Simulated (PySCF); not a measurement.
SMILES O(C)C(c1ccccc1)=O at its GFN2-xTB optimised geometry (Å):

```
18

C     -2.4445    -2.5592    -0.0007
O     -1.7090    -1.3462     0.0000
C     -0.3719    -1.4748    -0.0005
O      0.1834    -2.5467    -0.0004
C      0.3281    -0.1684     0.0000
C     -0.3645     1.0395     0.0001
C      0.3353     2.2318     0.0001
C      1.7215     2.2274     0.0000
C      2.4141     1.0268     0.0000
C      1.7212    -0.1684     0.0000
H     -3.4939    -2.2795     0.0440
H     -2.1715    -3.1695     0.8627
H     -2.2376    -3.1280    -0.9098
H     -1.4431     1.0344     0.0000
H     -0.2006     3.1695     0.0000
H      2.2627     3.1623    -0.0001
H      3.4939     1.0253     0.0000
H      2.2375    -1.1165    -0.0001
```

Calculation: B3LYP/def2-SVP (PySCF). Cells within 0.4 Å of a nucleus heavier than hydrogen are left out (blank, or x).

Map of the Laplacian of the electron density (e/bohr⁵) on the plane z = 0.0 Å:

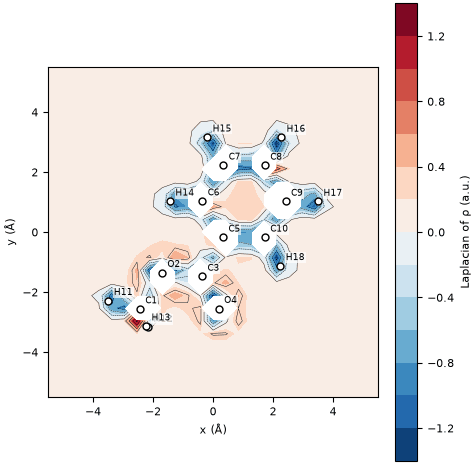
Figure. Laplacian of the electron density (e/bohr⁵) on the plane z = 0.0 Å.
